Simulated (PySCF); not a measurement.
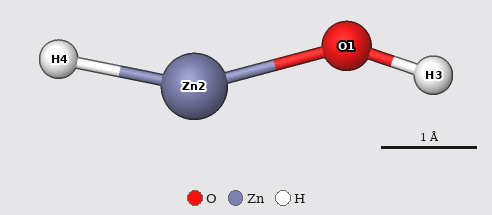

Fig. 1: The starting structure (ball-and-stick view, seen on its broad side; atoms are numbered from 1 in the order of the input). Sticks mark near contacts.

**Geometry relaxation, with input and output: ZnH₂O**

System: ZnH₂O, SMILES [OH][ZnH].
Method: PBE0-D3(BJ)/def2-SVP geometry optimisation, gas phase (PySCF 2.14.0).

### Output
```
step   0  E = -1855.15410495  max force = 0.062677
step   1  E = -1855.16299338  max force = 0.014504
step   2  E = -1855.16515763  max force = 0.005880
step   3  E = -1855.16724930  max force = 0.011489
step   4  E = -1855.16759625  max force = 0.006810
step   5  E = -1855.16783647  max force = 0.000603
step   6  E = -1855.16784617  max force = 0.000745
step   7  E = -1855.16785280  max force = 0.000274
optimisation converged
```

### Trajectory as extended XYZ (Å, eV, eV/Å), 8 frames, from step=0 to step=7
```
4
Properties=species:S:1:pos:R:3:forces:R:3 step=0 energy=-50481.31448
O    -0.1937    0.4015   -0.8432   -0.6939   1.2351  -3.2230
Zn    0.1522   -0.3519    0.5940    0.3576  -0.5696   1.6712
H    -0.3104    0.2977   -1.7942    0.1079  -0.1691   0.5711
H     0.3797   -0.3774    2.0333    0.2285  -0.4964   0.9807
4
Properties=species:S:1:pos:R:3:forces:R:3 step=1 energy=-50481.55634
O    -0.2183    0.4679   -0.9230    0.0677   0.1094   0.6073
Zn    0.1481   -0.2786    0.6434   -0.1970   0.5334  -0.7458
H    -0.3075    0.2448   -1.8451    0.0648  -0.3851  -0.0313
H     0.4055   -0.4642    2.1146    0.0646  -0.2578   0.1699
4
Properties=species:S:1:pos:R:3:forces:R:3 step=2 energy=-50481.61523
O    -0.2236    0.5017   -0.9242   -0.0316   0.2696   0.1100
Zn    0.1367   -0.2177    0.6379   -0.0512   0.1849  -0.1657
H    -0.2943    0.1928   -1.8251    0.0610  -0.3023   0.0513
H     0.4089   -0.5069    2.1014    0.0218  -0.1522   0.0044
4
Properties=species:S:1:pos:R:3:forces:R:3 step=3 energy=-50481.67215
O    -0.2330    0.5849   -0.9366   -0.1455   0.4262  -0.5379
Zn    0.1128   -0.0887    0.6304    0.1492  -0.3659   0.5908
H    -0.2594    0.0687   -1.7433    0.0194  -0.1130   0.0170
H     0.4074   -0.5951    2.0394   -0.0231   0.0528  -0.0699
4
Properties=species:S:1:pos:R:3:forces:R:3 step=4 energy=-50481.68159
O    -0.2304    0.6046   -0.9455   -0.0871   0.2758  -0.3419
Zn    0.1113   -0.0772    0.6317    0.0926  -0.2640   0.3502
H    -0.2561    0.0488   -1.7273    0.0113  -0.0636   0.0266
H     0.4030   -0.6063    2.0309   -0.0168   0.0519  -0.0349
4
Properties=species:S:1:pos:R:3:forces:R:3 step=5 energy=-50481.68813
O    -0.2189    0.6307   -0.9591    0.0069   0.0233   0.0150
Zn    0.1118   -0.0776    0.6307   -0.0023  -0.0310  -0.0308
H    -0.2569    0.0293   -1.7078   -0.0015  -0.0080   0.0021
H     0.3918   -0.6126    2.0261   -0.0031   0.0157   0.0138
4
Properties=species:S:1:pos:R:3:forces:R:3 step=6 energy=-50481.68839
O    -0.2118    0.6316   -0.9597    0.0115   0.0020   0.0263
Zn    0.1125   -0.0835    0.6293   -0.0071  -0.0028  -0.0383
H    -0.2602    0.0313   -1.7089   -0.0019  -0.0045   0.0032
H     0.3873   -0.6096    2.0291   -0.0025   0.0054   0.0088
4
Properties=species:S:1:pos:R:3:forces:R:3 step=7 energy=-50481.68858
O    -0.1963    0.6335   -0.9612    0.0106  -0.0117   0.0120
Zn    0.1129   -0.0891    0.6269   -0.0042   0.0141  -0.0091
H    -0.2663    0.0323   -1.7081   -0.0033   0.0015  -0.0017
H     0.3774   -0.6068    2.0323   -0.0031  -0.0039  -0.0012
```

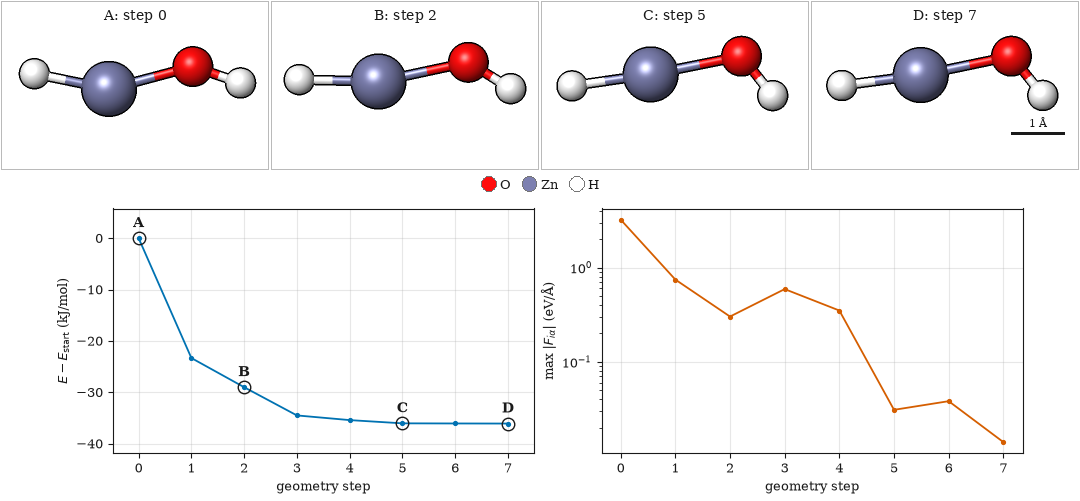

Fig. 2: Frames of the relaxation (ball-and-stick view, seen on its broad side) above the curves, on which the letters mark them (steps are counted from 0).

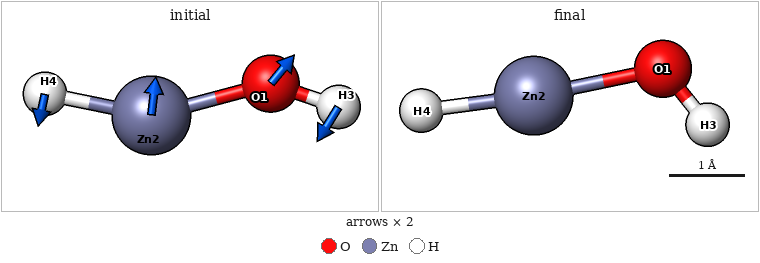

Fig. 3: Before (left) and after (right) the relaxation, at one scale (ball-and-stick view, seen on its broad side). The blue arrows give the displacements, magnified 2 times. After 7 geometry steps the energy has fallen by 36.1 kJ/mol. The largest force component goes from 3.2 to 0.014 eV/Å. The largest move after the best rigid fit is that of H3, 0.28 Å. Largest moves by element: H 0.28 Å, Zn 0.27 Å, O 0.26 Å. Distances before and after: O1–Zn2 1.659 → 1.772 Å, Zn2–H4 1.457 → 1.521 Å. Among the angles that change: Zn2–O1–H3 146.2° → 117.0°, O1–Zn2–H4 153.6° → 175.8°. (Atoms are counted from 1 in the order of the input.)

This output came from the following input.

### Input
```
{"job": {"xc": "PBE0", "basis": "def2-SVP", "d3": "d3bj", "grid": 2, "kind": "geom", "shake": 0.01}, "charge": 0, "multiplicity": 1}
O     -0.193679     0.401518    -0.843168
Zn     0.152201    -0.351925     0.593958
H     -0.310427     0.297691    -1.794206
H      0.379666    -0.377428     2.033263
```

The first line tells a small driver script what to run in PySCF; the rest is the geometry in Å.

Launch command:
```bash
OMP_NUM_THREADS=1 python <driver script> task.json out
```

### Summary

- outcome: converged
- total energy: −1855.167853 hartree
- dipole moment: 1.58 D
- point group: Cs
- hardware: 1 CPU thread, shared host
- wall time: 10 s
- peak memory: 0.3 GiB
